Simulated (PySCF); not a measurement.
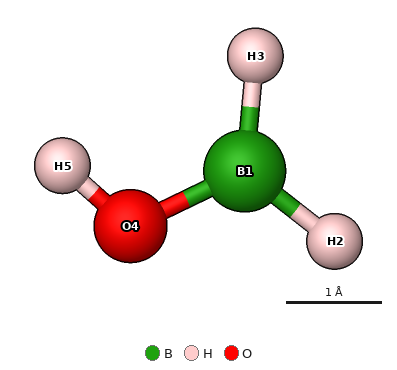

Fig. 1: The structure (ball-and-stick view, seen on its broad side; atoms are numbered from 1 in the order of the input). Bond lengths as drawn: B–H 1.21 Å, B–O 1.35 Å and H–O 0.96 Å.

**Two runs on BH₃O**

System: BH₃O (BH2(OH)), SMILES [H]B([H])O.
Method of run 1: GIAO PBE0/pcSseg-1 NMR shielding, non-relativistic, gas phase (PySCF 2.14.0).

The geometry comes from this level: PBE0-D3(BJ)/def2-SVP. Text and figures count atoms from 1; the logs count them from 0 in places.

Input, run 1:
```
{"job": {"kind": "nmr", "xc": "PBE0", "basis": "pcSseg-1"}, "charge": 0, "multiplicity": 1}
B      0.277407     0.289605    -0.113631
H      1.443155     0.400119    -0.413641
H     -0.480825     1.238192    -0.077726
O     -0.152275    -0.948619     0.188639
H     -1.087472    -0.979298     0.416359
```

The first line tells a small driver script what to run in PySCF; the rest is the geometry in Å.

Hardware: 1 CPU thread, shared host.

Output (run 1):
```
coarse grid: 4032 points
cycle   1  E = -101.6923564404  dE =  4.502e-02  |g| = 5.800e-01  |ddm| = 1.681e+00
cycle   2  E = -101.5952357245  dE =  9.712e-02  |g| = 9.307e-01  |ddm| = 1.017e+00
cycle   3  E = -101.7522615483  dE = -1.570e-01  |g| = 6.059e-02  |ddm| = 7.135e-01
cycle   4  E = -101.7531296989  dE = -8.682e-04  |g| = 1.209e-02  |ddm| = 5.188e-02
cycle   5  E = -101.7531675447  dE = -3.785e-05  |g| = 2.178e-03  |ddm| = 1.197e-02
cycle   6  E = -101.7531686618  dE = -1.117e-06  |g| = 2.577e-04  |ddm| = 2.296e-03
final grid: 38536 points
cycle   7  E = -101.7740690612  dE = -1.534e-05  |g| = 4.909e-03  |ddm| = 1.029e-02
cycle   8  E = -101.7740636410  dE =  5.420e-06  |g| = 7.500e-03  |ddm| = 6.655e-03
cycle   9  E = -101.7740736048  dE = -9.964e-06  |g| = 4.551e-04  |ddm| = 4.352e-03
cycle  10  E = -101.7740736568  dE = -5.196e-08  |g| = 6.619e-05  |ddm| = 4.835e-04
cycle  11  E = -101.7740736578  dE = -1.056e-09  |g| = 9.595e-06  |ddm| = 5.564e-05
cycle  12  E = -101.7740736579  dE = -2.180e-11  |g| = 1.156e-06  |ddm| = 1.077e-05
converged SCF energy = -101.7740736579

GIAO shielding tensors (ppm)
atom      isotropic    diamagn.    paramagn.     s11        s22        s33       span
  0 B       52.048     194.798    -142.750     15.928     36.420    103.796     87.869
  1 H       26.079      29.140      -3.062     25.861     26.032     26.342      0.481
  2 H       25.989      29.832      -3.843     25.187     26.016     26.764      1.576
  3 O      118.513     386.737    -268.224    -77.916    111.127    322.327    400.242
  4 H       24.919      30.278      -5.359     21.969     22.523     30.265      8.297
```

Run 2 used a changed input.

The two runs side by side:

| quantity | run 1 | run 2 |
| --- | --- | --- |
| outcome | converged | converged |
| total energy (hartree) | −101.774074 | −101.866588 |
| HOMO (eV) | −8.84 | −10.81 |
| LUMO (eV) | −0.32 | 1.62 |
| dipole moment (D) | 1.70 | 1.69 |
| shielding of B1 (ppm) | 52.0 | 54.6 |
| shielding of H2 (ppm) | 26.1 | 26.3 |
| shielding of H3 (ppm) | 26.0 | 26.2 |
| shielding of O4 (ppm) | 118.5 | 130.3 |
| shielding of H5 (ppm) | 24.9 | 25.3 |
| SCF iterations | 12 | 12 |
| basis functions | 49 | 49 |
| wall time (shared host) | 2.5 s | 1.6 s |

What was changed in the input?

The change (lines with − go, lines with + come):
```diff
-"xc": "PBE0"
+"xc": "wB97X-D"
+"pop": false
```

The total energies belong to different methods, so their difference says nothing on which is more stable or more accurate. The HOMO goes from −8.84 to −10.81 eV. The LUMO goes from −0.32 to 1.62 eV. Of all shieldings, the largest change is that of O4, by +11.8 ppm. The functional changes from PBE0 to wB97X-D. The number of SCF iterations is the same.

Output (run 2):
```
coarse grid: 4032 points
cycle   1  E = -101.7795687112  dE =  4.650e-02  |g| = 6.056e-01  |ddm| = 1.640e+00
cycle   2  E = -101.7564981184  dE =  2.307e-02  |g| = 7.368e-01  |ddm| = 7.568e-01
cycle   3  E = -101.8472249959  dE = -9.073e-02  |g| = 3.159e-02  |ddm| = 4.423e-01
cycle   4  E = -101.8474910622  dE = -2.661e-04  |g| = 7.629e-03  |ddm| = 2.862e-02
cycle   5  E = -101.8475100410  dE = -1.898e-05  |g| = 1.204e-03  |ddm| = 1.200e-02
cycle   6  E = -101.8475106323  dE = -5.913e-07  |g| = 3.049e-04  |ddm| = 2.811e-03
final grid: 38536 points
cycle   7  E = -101.8665861534  dE = -4.011e-05  |g| = 2.967e-03  |ddm| = 2.035e-02
cycle   8  E = -101.8665866262  dE = -4.728e-07  |g| = 3.155e-03  |ddm| = 5.956e-03
cycle   9  E = -101.8665882631  dE = -1.637e-06  |g| = 3.222e-04  |ddm| = 1.576e-03
cycle  10  E = -101.8665883168  dE = -5.371e-08  |g| = 4.911e-05  |ddm| = 1.004e-03
cycle  11  E = -101.8665883187  dE = -1.891e-09  |g| = 1.590e-05  |ddm| = 1.529e-04
cycle  12  E = -101.8665883188  dE = -1.407e-10  |g| = 2.249e-06  |ddm| = 3.815e-05
converged SCF energy = -101.8665883188

GIAO shielding tensors (ppm)
atom      isotropic    diamagn.    paramagn.     s11        s22        s33       span
  0 B       54.639     194.296    -139.657     19.830     39.194    104.894     85.064
  1 H       26.336      29.324      -2.988     26.203     26.239     26.566      0.364
  2 H       26.247      29.987      -3.740     25.461     26.205     27.074      1.613
  3 O      130.311     387.191    -256.880    -55.928    122.259    324.603    380.531
  4 H       25.254      30.324      -5.070     22.098     22.691     30.973      8.875
```
